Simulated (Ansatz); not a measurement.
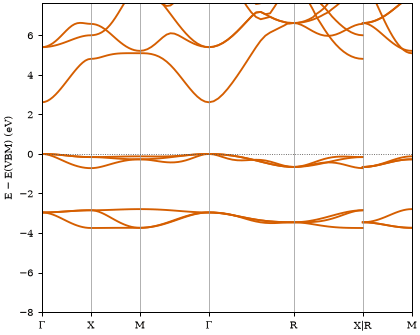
Figure: Band structure from r²SCAN in the plane-wave PAW code Ansatz

Task: Read off the gap and where the band edges lie.

Result: About 2.6 eV (2.61 eV by a search for the band edges); maximum at Γ, minimum at Γ.

Task: Which compound is it?
(A) Ca3SbP, anti-perovskite
(B) Na3BrO, anti-perovskite
(C) BaZrO3, cubic perovskite
(D) CsPbBr3, cubic perovskite

Result: B, Na3BrO, anti-perovskite

Space group Pm-3m (anti-perovskite). The workflow started from a Materials Project entry (that database holds measured and hypothetical structures alike); the Crystallography Open Database copy checked does not list it. Its standing as an ambient phase is unchecked. The r²SCAN relaxation kept the symmetry of its start; whether a distortion lowers the energy is not shown. Spin–orbit coupling is left out wherever it is not named.

Potentials: the later of the program's two PAW sets.
